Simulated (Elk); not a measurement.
Band structure of MnCo (Pm-3m, 2 atoms in the cell).

```
MnCo
1.0
    2.85360     0.00000     0.00000
    0.00000     2.85360     0.00000
    0.00000     0.00000     2.85360
Mn Co
1 1
Direct
  0.00000   0.00000   0.00000
  0.50000   0.50000   0.50000
```
Moments meant for the start (each program seeds them in its own way; μB, in the order of the atoms Mn Co): 4.0 3.0.

Method of the run: Elk 10.2.4 with PBEsol, all-electron FP-LAPW, Elk's shipped species files, APW+lo basis with extra local orbitals.

Settings: xctype = 22; spinpol = true; rgkmax = 7.5; stype = 0; swidth = 0.00999582 Ha; ngridk = 12 12 12; reducebf = 0.7; gmaxvr = 16 1/bohr; nxlo = 2; lorbcnd = true; rmtscf = 0.91; lmaxi = 3; nempty = 12 per atom; maxscl = 100.

The starting cell comes from a database of computed structures (which also holds hypothetical and non-ambient phases and stackings), without a prior relaxation at this level. The magnetic order is the one reached from the typed start; others were not searched systematically. Values depend on the basis (sphere radii, cutoffs, local orbitals), which need not be converged.

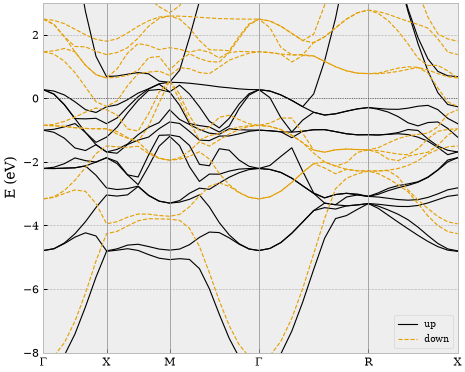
Bands along the path, energies from the Fermi level.

Levels in eV from the Fermi level, bands 14 to 21 of the first spin channel:
| point | 14 | 15 | 16 | 17 | 18 | 19 | 20 | 21 |
|---|---|---|---|---|---|---|---|---|
| Γ | -1.01 | -1.00 | 0.27 | 0.27 | 0.27 | 9.39 | 9.40 | 9.40 |
| X | -1.69 | -1.69 | -1.22 | -0.80 | -0.27 | 0.68 | 16.37 | 16.37 |
| M | -0.75 | -0.37 | 0.20 | 0.20 | 0.50 | 0.50 | 6.97 | 7.28 |
| R | -1.15 | -1.15 | -0.29 | -0.29 | 8.19 | 8.19 | 8.19 | 8.51 |

Bands cross the Fermi level along this path, so the cell is metallic at this level.

The net moment of the cell came out as 4.02 μB.
